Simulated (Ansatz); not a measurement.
## Cu3N, response to strain

Consider Cu3N (space group Pm-3m, No. 221; a = 3.765 Å).

Strains are applied to the cell and any free atomic positions relax.

Calculations: PBEsol in Ansatz (plane waves to 420 eV, PAW, no spin-orbit coupling).

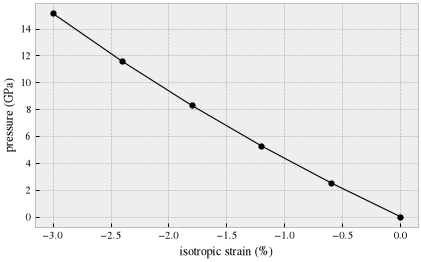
Figure: Pressure against isotropic strain

```csv
isotropic strain (%),pressure
-3,15.1 GPa
-2.4,11.6 GPa
-1.8,8.3 GPa
-1.2,5.3 GPa
-0.6,2.5 GPa
```

No phonon test of stability was made. The final runs are not spin-polarised.

Ansatz is an electronic-structure program.
